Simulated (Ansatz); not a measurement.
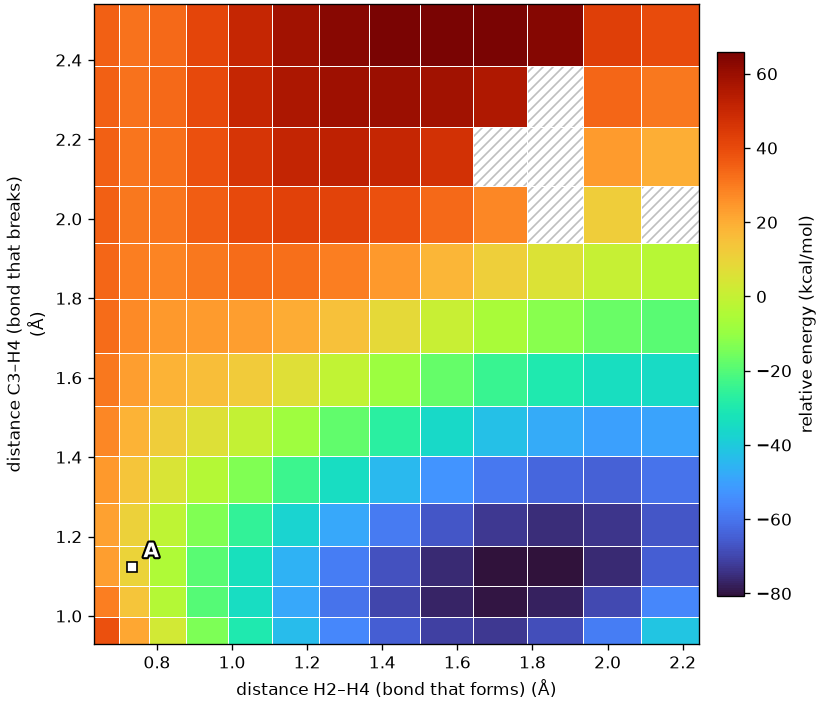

The reacting system CH₄ClIn (fragments ClIn + CH₄ where the first distance is long, ClIn + H₂ + CH₂ where the second is long). First axis: distance H2–H4 (bond that forms). Second axis: distance C3–H4 (bond that breaks). Relaxed at each point: all other coordinates. The scan uses a 13 × 13 grid. At 5 points there is no value. Points are written as (first, second). Energies are in kcal/mol, from a guessed transition structure relaxed with its forming and breaking bonds held. Energies and slopes of some neighbouring points disagree (a jump in structure or state, or too coarse a mesh). The reference is spin-restricted, so regions where a bond is pulled apart into radicals lie too high. The calculation used Ansatz 0.2.0, RHF/def2-SVP.

The picture shows one coloured cell a grid point, hatched blanks where no value was computed, the point A.

### Is A at rest? If not, where is it pushed?

A, at (0.733 Å, 1.123 Å), is not a stationary point. The computed force is 178 kcal/mol for each Å towards larger values of the first coordinate and 15 kcal/mol for each Å towards larger values of the second coordinate.
